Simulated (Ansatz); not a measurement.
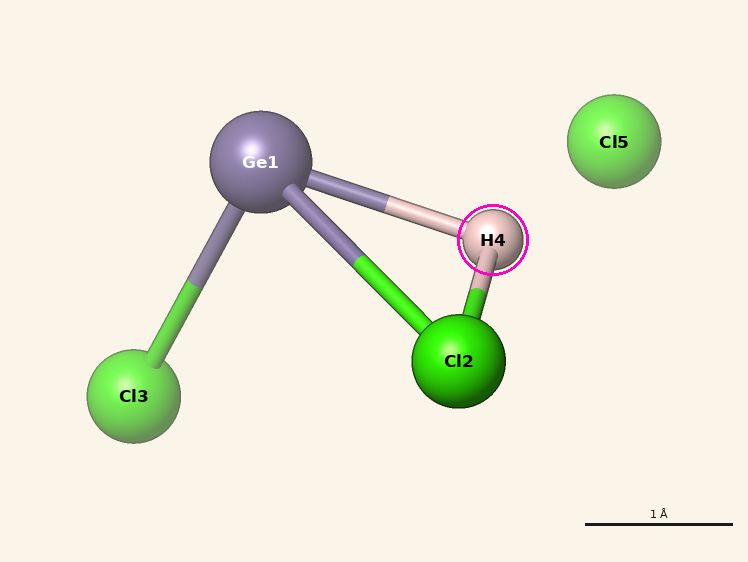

Source: calculation with Ansatz.

Orthographic view. Distant atoms are faded towards the background colour. Geometry: start.

> Name the neighbours of the circled atom.

The circled atom is H4; it is bonded to Ge1, Cl2.

> Which two atoms are farthest apart in space?

Cl3 and Cl5, 3.72 Å.

> Which atom is nearest the viewer?

Cl2, 1.6 Å in front of the mean position.
